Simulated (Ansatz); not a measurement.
# MgCd3S4: complex band structure

Aim: relax a made-up compound, MgCd3S4, and see how good a tunnel barrier it would be. It is built by putting Mg for Zn in the ZnCd3S4 structure of space group P-43m, with the volume rescaled by atomic radii. The parent structure comes from the Materials Project.

Main program and level: Ansatz 0.2.0; LDA DFT, plane waves, PAW files, in the first sound run; inputs show where later runs differ.

The structure was built from a prototype and need not be the compound's stable phase.

## 1. The starting structure

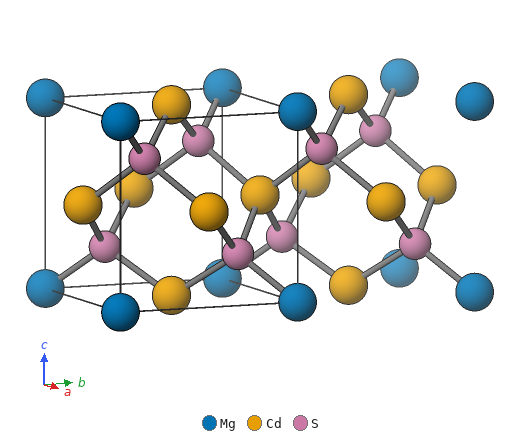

The cell as given, slightly off an axis (magnesium blue, cadmium orange, sulfur pink). 1×2×1 cells are drawn. Bonds to atoms that aren't drawn are left out. Some periodic images of atoms are drawn too.

## 2. Cell and atoms at rest

The substituted atoms don't fit the parent's cell, so cell and atoms relax together. A small smearing keeps the run stable in case the gap closes on the way.

Input file input.yaml:

```yaml
crystal:
  lattice:
    - [5.8284016386, 0.0, 0.0]
    - [0.0, 5.8284016386, 0.0]
    - [0.0, 0.0, 5.8284016386]
  atoms:
    - { symbol: Mg, position: [0.0, 0.0, 0.0] }
    - { symbol: Cd, position: [0.0, 0.5, 0.5] }
    - { symbol: Cd, position: [0.5, 0.5, 0.0] }
    - { symbol: Cd, position: [0.5, 0.0, 0.5] }
    - { symbol: S, position: [0.76360863, 0.76360863, 0.23639137] }
    - { symbol: S, position: [0.76360863, 0.23639137, 0.76360863] }
    - { symbol: S, position: [0.23639137, 0.76360863, 0.76360863] }
    - { symbol: S, position: [0.23639137, 0.23639137, 0.23639137] }
kpoints:
  mp_grid: { grid: [4, 4, 4] }
scf:
  occupations: { method: gaussian, width: 0.03 }
hamiltonian:
  xc: lda
output:
  forces: true
  stress: true
relax:
  f_tol: 0.02
  max_steps: 60
  cell: {}
```

Launch:

```console
$ ansatz run input.yaml --threads 2 --pin off --max-ram 4096MiB --backend cpu --events-out ev --progress --plain --runs-dir out
```

Numbers of over 12 decimals in the logs are rounded to 6 here.

What it wrote:

```text
Engine: ansatz 0.2.0, x86_64-unknown-linux-gnu
Pseudopotentials: kind: paw
Pseudopotential: Mg, paw, valence charge 10, recommended cutoff 420 eV (normal), Mg.paw.azcp
Pseudopotential: Cd, paw, valence charge 20, recommended cutoff 420 eV (normal), Cd.paw.azcp
Pseudopotential: S, paw, valence charge 6, recommended cutoff 420 eV (normal), S.paw.azcp
Functional definition: SPW92
  exchange = slater_x
  correlation = pw_c
Crystal: 8 atoms, lattice volume = 197.992 Å³
Basis set: ecut = 420 eV, 3887 PW (Γ)
Bands: 57, of which v1, the nominal top of the filled ones, is band 47 counted from 1 (46 counted from 0)
Symmetry: 24 space group operations
Space group: P-43m (ITA 215), of the structure as read, at distance tolerance 5.8e-5 Å
k-points: 10 of 64 (time reversal used)
Non-local potential: Mg, projectors of the file, l = 0: 3, l = 1: 2, l = 2: 1
Non-local potential: Cd, projectors of the file, l = 0: 3, l = 1: 2, l = 2: 2, l = 3: 1
Non-local potential: S, projectors of the file, l = 0: 2, l = 1: 2, l = 2: 2
PAW form: soft (Blöchl's): semilocal exchange-correlation on the pseudo side does not see the compensation charge
PAW frozen core: Mg, regenerated for the run's functional, and the local potential with it (the file was generated under x = pbe(κ = 0.804, μ = 0.219515), c = pbe(β = 0.066725))
PAW frozen core: Cd, regenerated for the run's functional, and the local potential with it (the file was generated under x = pbe(κ = 0.804, μ = 0.219515), c = pbe(β = 0.066725))
PAW frozen core: S, regenerated for the run's functional, and the local potential with it (the file was generated under x = pbe(κ = 0.804, μ = 0.219515), c = pbe(β = 0.066725))
PAW one-centre angular grid: Mg, 110 points (default); XC on 64 Gauss nodes
PAW one-centre angular grid: Cd, 590 points (default); XC on 64 Gauss nodes
PAW one-centre angular grid: S, 110 points (default); XC on 64 Gauss nodes
Initial density: superposition of atomic densities (neutral atoms: chi_scale 0, normalization atom), corrected by the library's trained network
Initial wavefunctions: pseudopotential atomic-orbital guess
Functional: x = slater, c = lda
SCF iter   1: F=—  HF=-29739.693454 eV  |F-HF|=—  |Δ(HF+E_count)|=         —  Δρ=7.87e-3  dr2=1.25e-1  ethr=1.77e-3  ⟨swp⟩=7.7  Hψ=2197  notcnv=0  defer=2
preconditioner: auto → Resta (q_TF=auto, 2.410 Å⁻¹)  ε∞=4.7  [insulator: Δε(μ)=1.301 eV  Ē_g=10.872 eV  σ=0.030 eV  W_gap=1.00  n_scr=32 (ndim 8)  ℏωp=20.8 eV  f_vac=0.112  D(μ)=0.00/eV (n_scr^D=0)  ε∞_Penn≈4.7]
SCF iter   2: F=—  HF=-29739.657783 eV  |F-HF|=—  |Δ(HF+E_count)|=   3.57e-2  Δρ=3.27e-3  dr2=2.32e-2  ethr=1.33e-4  ⟨swp⟩=3.0  Hψ=1159  notcnv=0  defer=41
SCF iter   3: F=—  HF=-29739.650827 eV  |F-HF|=—  |Δ(HF+E_count)|=   6.96e-3  Δρ=8.71e-4  dr2=1.39e-3  ethr=2.47e-5  ⟨swp⟩=2.0  Hψ=664  notcnv=0  defer=41
SCF iter   4: F=—  HF=-29739.650569 eV  |F-HF|=—  |Δ(HF+E_count)|=   2.58e-4  Δρ=2.57e-4  dr2=1.59e-4  ethr=1.47e-6  ⟨swp⟩=2.0  Hψ=672  notcnv=0  defer=41
SCF iter   5: F=—  HF=-29739.650571 eV  |F-HF|=—  |Δ(HF+E_count)|=   1.98e-6  Δρ=7.51e-5  dr2=1.29e-5  ethr=1.69e-7  ⟨swp⟩=3.0  Hψ=1069  notcnv=0  defer=41
SCF iter   6: F=—  HF=-29739.650606 eV  |F-HF|=—  |Δ(HF+E_count)|=   3.50e-5  Δρ=1.54e-5  dr2=6.12e-7  ethr=1.37e-8  ⟨swp⟩=2.1  Hψ=834  notcnv=0  defer=41
SCF iter   7: F=-29739.650606 eV  HF=-29739.650606 eV  |F-HF|=6.74e-9  |Δ(HF+E_count)|=   2.31e-7  Δρ=4.65e-6  dr2=4.41e-8  ethr=1.06e-10  ⟨swp⟩=4.0  Hψ=1868  notcnv=0
SCF 1 converged in 7 iterations: F = -29739.650606 eV  dr2 = 4.41e-8
  greatest PAW one-centre occupation: 1.000 electrons in one spin orbital (limit 2), on the Mg atom at site 0 (counted from 0), in its partial waves of l = 1
relax step   1: F+E_penalty+E_count = -29739.65060614 eV  Δ(F+E_penalty+E_count) = +0.000e0 eV  max|allowed force component| = 5.052e-1 eV/Å  Δτ_max = 0.0000 Å  P = -3.504 GPa  Ω = 197.992 Å³  (7 SCF iters, dr2 threshold 1.00e-7 eV, accepted)
Crystal: 8 atoms, lattice volume = 183.019 Å³
Basis set: ecut = 420 eV, 3695 PW (Γ)
Initial density: handed on by an earlier stage of this run
Initial wavefunctions: those handed on with the density
iter 1 solved again at ethr=3.56e-5 eV; its pass at ethr=3.10e-3 eV (dr2=3.34e-2 eV) is discarded
SCF iter   1: F=—  HF=-29739.933413 eV  |F-HF|=—  |Δ(HF+E_count)|=         —  Δρ=4.34e-3  dr2=3.48e-2  ethr=3.56e-5  ⟨swp⟩=2.2  Hψ=2534  notcnv=0
preconditioner: auto → Resta (q_TF=auto, 2.442 Å⁻¹)  ε∞=4.6  [insulator: Δε(μ)=1.598 eV  Ē_g=11.317 eV  σ=0.030 eV  W_gap=1.00  n_scr=32 (ndim 8)  ℏωp=21.6 eV  f_vac=0.060  D(μ)=0.00/eV (n_scr^D=0)  ε∞_Penn≈4.6]
SCF iter   2: F=—  HF=-29739.924797 eV  |F-HF|=—  |Δ(HF+E_count)|=   8.62e-3  Δρ=2.07e-3  dr2=7.60e-3  ethr=3.56e-5  ⟨swp⟩=2.0  Hψ=776  notcnv=0
SCF iter   3: F=—  HF=-29739.923075 eV  |F-HF|=—  |Δ(HF+E_count)|=   1.72e-3  Δρ=4.97e-4  dr2=5.69e-4  ethr=8.08e-6  ⟨swp⟩=2.0  Hψ=708  notcnv=0
SCF iter   4: F=—  HF=-29739.923029 eV  |F-HF|=—  |Δ(HF+E_count)|=   4.64e-5  Δρ=1.43e-4  dr2=4.51e-5  ethr=6.05e-7  ⟨swp⟩=2.6  Hψ=912  notcnv=0
SCF iter   5: F=—  HF=-29739.923031 eV  |F-HF|=—  |Δ(HF+E_count)|=   2.00e-6  Δρ=6.18e-5  dr2=5.32e-6  ethr=4.80e-8  ⟨swp⟩=2.0  Hψ=978  notcnv=0
SCF iter   6: F=-29739.923031 eV  HF=-29739.923031 eV  |F-HF|=3.68e-8  |Δ(HF+E_count)|=   5.79e-7  Δρ=7.70e-6  dr2=1.10e-7  ethr=8.51e-10  ⟨swp⟩=4.0  Hψ=1856  notcnv=0
SCF 2 converged in 6 iterations: F = -29739.923031 eV  dr2 = 1.10e-7
relax step   2: F+E_penalty+E_count = -29739.92303136 eV  Δ(F+E_penalty+E_count) = -2.724e-1 eV  max|allowed force component| = 4.395e-2 eV/Å  Δτ_max = 0.0915 Å  P = +1.367 GPa  Ω = 183.019 Å³  energy of the carried Pulay correction = +1.352e-3 eV  (6 SCF iters, dr2 threshold 8.00e-7 eV, accepted)
Crystal: 8 atoms, lattice volume = 186.734 Å³
Basis set: ecut = 420 eV, 3743 PW (Γ)
iter 1 solved again at ethr=2.45e-6 eV; its pass at ethr=3.10e-3 eV (dr2=2.30e-3 eV) is discarded
SCF iter   1: F=—  HF=-29739.938812 eV  |F-HF|=—  |Δ(HF+E_count)|=         —  Δρ=8.98e-4  dr2=2.36e-3  ethr=2.45e-6  ⟨swp⟩=2.6  Hψ=2398  notcnv=0
preconditioner: auto → Resta (q_TF=auto, 2.433 Å⁻¹)  ε∞=4.6  [insulator: Δε(μ)=1.504 eV  Ē_g=11.228 eV  σ=0.030 eV  W_gap=1.00  n_scr=32 (ndim 8)  ℏωp=21.4 eV  f_vac=0.085  D(μ)=0.00/eV (n_scr^D=0)  ε∞_Penn≈4.6]
SCF iter   2: F=—  HF=-29739.938177 eV  |F-HF|=—  |Δ(HF+E_count)|=   6.34e-4  Δρ=3.81e-4  dr2=4.35e-4  ethr=2.45e-6  ⟨swp⟩=2.0  Hψ=683  notcnv=0
SCF iter   3: F=—  HF=-29739.938068 eV  |F-HF|=—  |Δ(HF+E_count)|=   1.09e-4  Δρ=1.22e-4  dr2=4.54e-5  ethr=4.63e-7  ⟨swp⟩=2.0  Hψ=689  notcnv=0
SCF iter   4: F=—  HF=-29739.938064 eV  |F-HF|=—  |Δ(HF+E_count)|=   3.79e-6  Δρ=3.81e-5  dr2=3.34e-6  ethr=4.83e-8  ⟨swp⟩=2.9  Hψ=924  notcnv=0
SCF iter   5: F=-29739.938064 eV  HF=-29739.938064 eV  |F-HF|=7.53e-9  |Δ(HF+E_count)|=   6.67e-8  Δρ=1.38e-5  dr2=2.34e-7  ethr=8.51e-10  ⟨swp⟩=4.0  Hψ=1859  notcnv=0
SCF 3 converged in 5 iterations: F = -29739.938064 eV  dr2 = 2.34e-7
relax step   3: F+E_penalty+E_count = -29739.93806407 eV  Δ(F+E_penalty+E_count) = -1.503e-2 eV  max|allowed force component| = 2.311e-2 eV/Å  Δτ_max = 0.0092 Å  P = -0.067 GPa  Ω = 186.734 Å³  energy of the carried Pulay correction = +1.006e-3 eV  (5 SCF iters, dr2 threshold 8.00e-7 eV, accepted)
[...]
relax step   4: F+E_penalty+E_count = -29739.93841823 eV  Δ(F+E_penalty+E_count) = -3.542e-4 eV  max|allowed force component| = 3.448e-3 eV/Å  Δτ_max = 0.0034 Å  P = +0.005 GPa  Ω = 186.569 Å³  energy of the carried Pulay correction = +1.022e-3 eV  (4 SCF iters, dr2 threshold 3.34e-8 eV, accepted)
Initial wavefunctions: pseudopotential atomic-orbital guess (no wavefunctions were taken with the density)
iter 1 solved again at ethr=1.57e-7 eV; its pass at ethr=3.10e-3 eV (dr2=1.47e-4 eV) is discarded
SCF iter   1: F=—  HF=-29739.937339 eV  |F-HF|=—  |Δ(HF+E_count)|=         —  Δρ=7.32e-5  dr2=1.67e-6  ethr=1.57e-7  ⟨swp⟩=3.7  Hψ=3900  notcnv=0
SCF iter   2: F=—  HF=-29739.937331 eV  |F-HF|=—  |Δ(HF+E_count)|=   7.56e-6  Δρ=3.34e-5  dr2=4.03e-7  ethr=1.77e-9  ⟨swp⟩=2.0  Hψ=960  notcnv=0
SCF iter   3: F=—  HF=-29739.937331 eV  |F-HF|=—  |Δ(HF+E_count)|=   7.19e-9  Δρ=9.41e-6  dr2=2.95e-8  ethr=4.28e-10  ⟨swp⟩=1.1  Hψ=613  notcnv=0
SCF iter   4: F=—  HF=-29739.937331 eV  |F-HF|=—  |Δ(HF+E_count)|=   2.18e-9  Δρ=7.21e-7  dr2=5.89e-10  ethr=3.14e-11  ⟨swp⟩=2.5  Hψ=927  notcnv=0
SCF iter   5: F=-29739.937331 eV  HF=-29739.937331 eV  |F-HF|=7.28e-12  |Δ(HF+E_count)|=  2.00e-10  Δρ=1.27e-7  dr2=3.09e-11  ethr=1.00e-12  ⟨swp⟩=4.0  Hψ=1860  notcnv=0
SCF 5 converged in 5 iterations: F = -29739.937331 eV  dr2 = 3.09e-11
relax step   5: F+E_penalty+E_count = -29739.93733121 eV  Δ(F+E_penalty+E_count) = +1.087e-3 eV  max|allowed force component| = 3.461e-3 eV/Å  Δτ_max = 0.0000 Å  P = +0.006 GPa  Ω = 186.569 Å³  stress off target by 6.40e-3 GPa  SCF on the basis re-selected at this cell (its energy is not comparable with the rows above)  (5 SCF iters)
basis re-selected at this cell: Δ(F+E_penalty+E_count) = +1.087e-3 eV, ΔP = +0.001 GPa vs the last step (what re-selecting the basis moved, of the pressure what is left beyond the Pulay correction that the steps carried, after the strain that the cell walked since its last selection, with what the two solves' SCF thresholds leave and, on support functions, any second-order correction that the steps lacked; it is no m [...]
SCF converged after 5 iterations
Free energy (F): -29739.937331 eV
Harris-Foulkes:  -29739.937331 eV  (|F-HF|=7.28e-12)
Internal energy: -29739.937331 eV  (E = F + TS)
E sigma→0 (E₀):  -29739.937331 eV
Fermi energy:    7.028434 eV
--- Per-component energies (eV) ---
  E_band       = -1889.336688
  E_kinetic    = 2023.854394
  E_local      = -14041.271002  (includes V_loc(G=0)·N_el)
  E_nonlocal   = 336.685024
  E_hartree    = 6260.080856
  E_xc         = -941.998403
  E_vxc        = -1054.695814  (∫ρ·V_xc dr)
  E_paw        = -14388.615877  (= ΣΔE_a)
  E_vpaw       = -1674.071320  (= ΣTr[D̂ρ^β])
  E_aug_tail   = 0.000029  (compensation charges beyond the density's cutoff)
  E_ewald      = -8991.735328
  E_core_change = 3.062976  (= ΣΔE_core)
  E_smearing   = -0.000000  (= −TS)
  E_closure    = 0.000000  (closes the sum)
  Σ components = -29739.937331   (vs F -29739.937331, Δ=0.00e0)
--- Forces (eV/Å), atoms counted from 1 ---
  atom   1  Mg    -0.00000000     0.00000000     0.00000000
  atom   2  Cd    -0.00000000     0.00000000     0.00000000
  atom   3  Cd    -0.00000000     0.00000000     0.00000000
  atom   4  Cd    -0.00000000     0.00000000    -0.00000000
  atom   5  S     -0.00346129    -0.00346129     0.00346129
  atom   6  S     -0.00346129     0.00346129    -0.00346129
  atom   7  S      0.00346129    -0.00346129    -0.00346129
  atom   8  S      0.00346129     0.00346129     0.00346129
  max |Σ_I F_I| component: 6.94e-18 eV/Å
--- Stress (GPa, compression-positive) ---
        0.006404       0.000000       0.000000
        0.000000       0.006404      -0.000000
        0.000000      -0.000000       0.006404
  P = ⅓ Tr σ = 0.0064 GPa (0.064 kbar)
--- Relaxed structure (4 steps of the walk, 4 accepted, 1 SCFs on fresh bases) ---
  F+E_penalty+E_count = -29739.93733121 eV   max|allowed force component| = 3.461e-3 eV/Å   (the final SCF, on the basis selected at the relaxed cell)
  cell:  # Å, volume = 186.5692 Å³
    - [5.714085, 0.0, 0]
    - [0.0, 5.714085, 0]
    - [0, 0, 5.714085]
  atoms:
    - { symbol: Mg, position: [-2.8833177113651977e-19, -3.4413792038874957e-19, -3.720409950148642e-19] }
    - { symbol: Cd, position: [-2.883317711365174e-19, 0.5, 0.5] }
    - { symbol: Cd, position: [0.5, 0.5, -3.720409950148642e-19] }
    - { symbol: Cd, position: [0.5, -3.441379203887496e-19, 0.5] }
    - { symbol: S, position: [0.755117, 0.755117, 0.244883] }
    - { symbol: S, position: [0.755117, 0.244883, 0.755117] }
    - { symbol: S, position: [0.244883, 0.755117, 0.755117] }
    - { symbol: S, position: [0.244883, 0.244883, 0.244883] }
```

The job ended after 11 s (2 threads of Intel Xeon Platinum 8488C (Sapphire Rapids), shared host; peak memory 0.5 GiB; 22 s of CPU time).

Relaxation path:

| step | energy less that of the first step (eV) | largest force component (eV/Å) | pressure (GPa) | volume (Å³) |
| --- | --- | --- | --- | --- |
| 1 | 0.0000 | 0.5052 | -3.50 | 197.99 |
| 2 | -0.2724 | 0.0439 | 1.37 | 183.02 |
| 3 | -0.2875 | 0.0231 | -0.07 | 186.73 |
| 4 | -0.2878 | 0.0034 | 0.01 | 186.57 |
| 5* | -0.2867 | 0.0035 | 0.01 | 186.57 |

Relaxation steps marked * repeat the geometry before them on a plane-wave basis chosen anew for their cell, so energy and pressure can jump there.

Forces are held to the 24 operations that the run works with; a distortion that breaks them can't arise in this run.

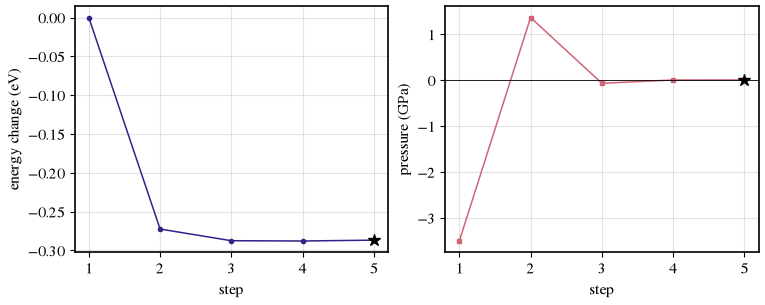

Energy and pressure along the relaxation. Stars mark steps on a basis chosen anew.

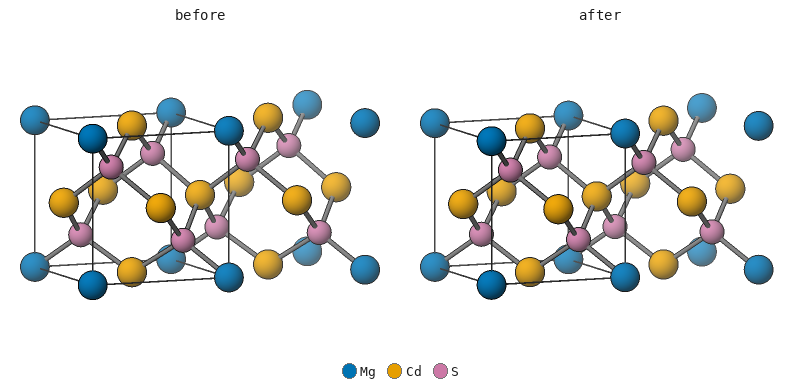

The structure before and after the relaxation, drawn at the same scale. Bonds to atoms that aren't drawn are left out.

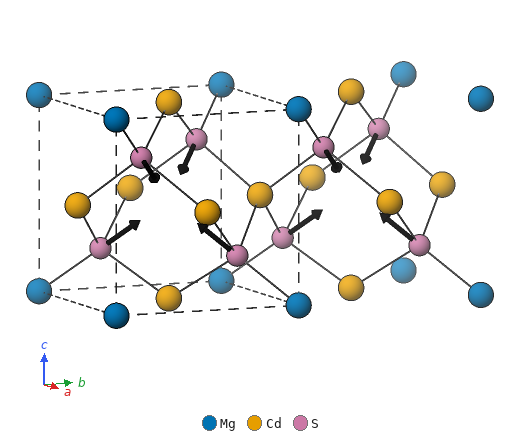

Displacements in the relaxation, exaggerated, measured against the changing cell; the longest in the cell stands for 0.08 Å. Bonds to atoms that aren't drawn are left out. 1×2×1 cells are drawn. Some periodic images of atoms are drawn too.

| conventional cell, symmetrised | before | after | change |
| --- | --- | --- | --- |
| a (Å) | 5.828 | 5.714 | -2.0 % |
| b (Å) | 5.828 | 5.714 | -2.0 % |
| c (Å) | 5.828 | 5.714 | -2.0 % |
| volume (Å³/atom) | 24.75 | 23.32 | -5.8 % |

The atoms that moved most (Å, as changes of fractional coordinates times the final cell):

| atom | dx | dy | dz | length |
| --- | --- | --- | --- | --- |
| S8 | 0.049 | 0.049 | 0.049 | 0.084 |
| S7 | 0.049 | -0.049 | -0.049 | 0.084 |
| S5 | -0.049 | -0.049 | 0.049 | 0.084 |
| S6 | -0.049 | 0.049 | -0.049 | 0.084 |

This step gave:

```
free energy  : -29739.9373 eV
Fermi energy : 7.028 eV
pressure     : 0.006404 GPa
```

The largest force component on a free atom ends at 0.0035 eV/Å.

[end of part 1 of 3]

[Logs are printed without paths, hosts, clocks, repeated set-up lines and the standing remarks that a program may print on its own settings, such as how far it seeks lower states.]

[Hosts, paths, dates, database ids (printed as entryN), source tags and the programs' standing remarks are cut or masked in the printed files.]
